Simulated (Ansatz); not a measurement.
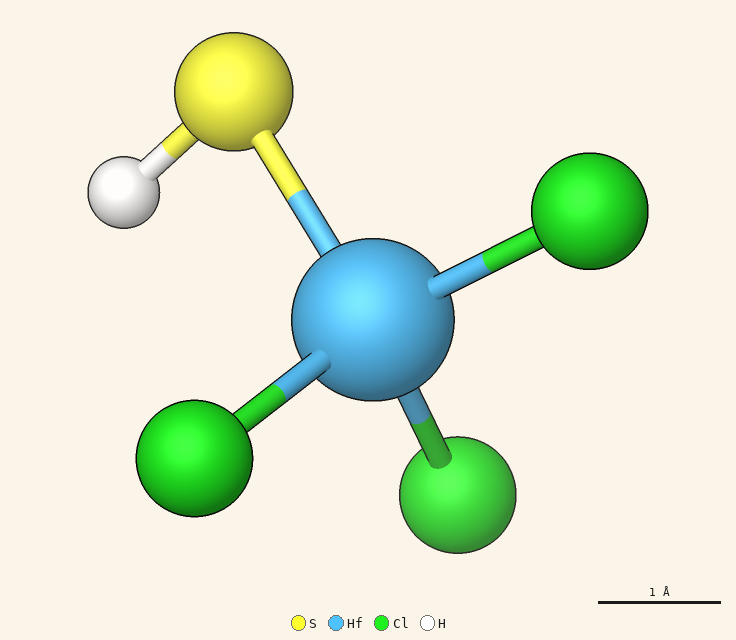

A ball-and-stick model of a molecule.

Charge 0, singlet. The geometry was computed by an optimisation with PBE0-D4/def2-TZVP.

Which formula does it have?

Cl3HHfS, 6 atoms: 3 chlorine, 1 hydrogen, 1 hafnium and 1 sulfur.

What is the point group of this geometry?

Cs.

How many sets of symmetry-equivalent atoms are there?

5: 1 S, 1 Hf, 1 Cl, 2 Cl, 1 H.

Write the SMILES.

[SH][Hf]([Cl])([Cl])[Cl]

How many bonds of each kind are drawn?

3 Cl–Hf, 1 Hf–S, 1 S–H.

The parts below concern this one geometry. Atoms keep their numbers from picture to picture.

**Electronic properties**

Level of theory: RKS ωB97M-V/def2-TZVPP, core potentials on Hf (Ansatz 0.2.0).

Computed properties:

- dipole moment: 0.59 D
- HOMO energy (Kohn–Sham orbital): −10.39 eV
- LUMO energy (Kohn–Sham orbital): −0.18 eV
- HOMO–LUMO gap: 10.20 eV

**Charges**

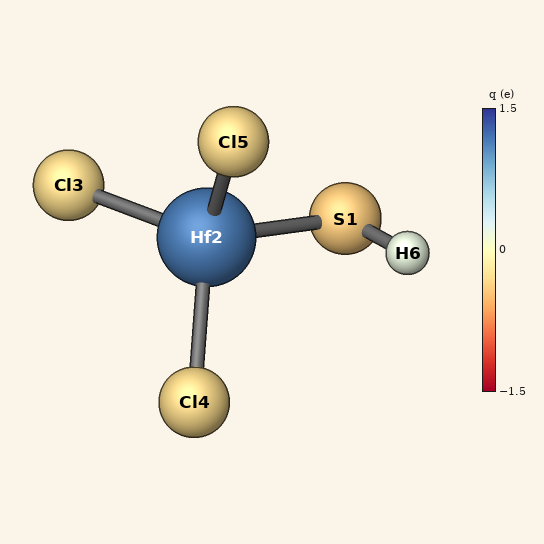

Atoms are coloured by their Mulliken charges. Level of theory: RKS PBE0-D4/def2-TZVP, core potentials on Hf (Ansatz 0.2.0).

Which atom carries the highest charge (most positive or least negative)?

Hf2 (1.14 e).

And the lowest?

S1 (−0.40 e).

Give the Mulliken charges atom by atom.

```tsv
atom	value (e)
S1	−0.40
Hf2	1.14
Cl3	−0.30
Cl4	−0.31
Cl5	−0.31
H6	0.19
```

**Vibrations**

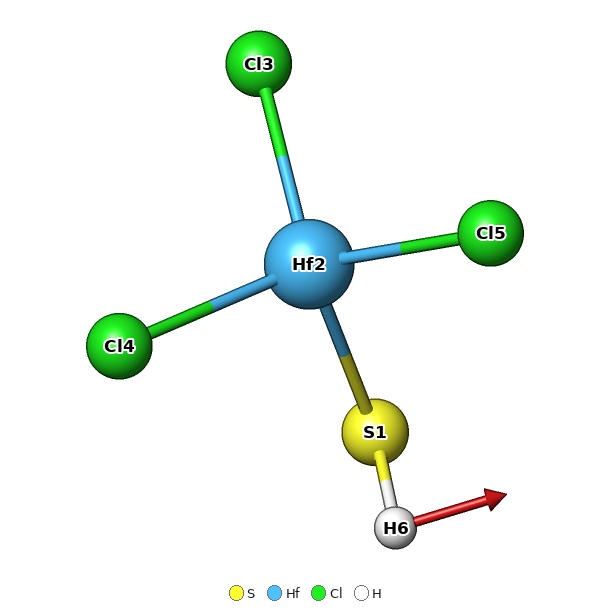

The arrows show one normal mode. Harmonic vibrations computed with RKS PBE0-D4/def2-TZVP, core potentials on Hf (Ansatz 0.2.0) at a stationary point of the same level.

Describe the motion.

A torsion or out-of-plane motion in which bond lengths and bond angles hardly change.

Estimate its harmonic wavenumber.

67 cm⁻¹; it is mode 1 of 12 counted from the lowest.

Mulliken values depend strongly on the basis set and can even reverse the polarity of a bond.
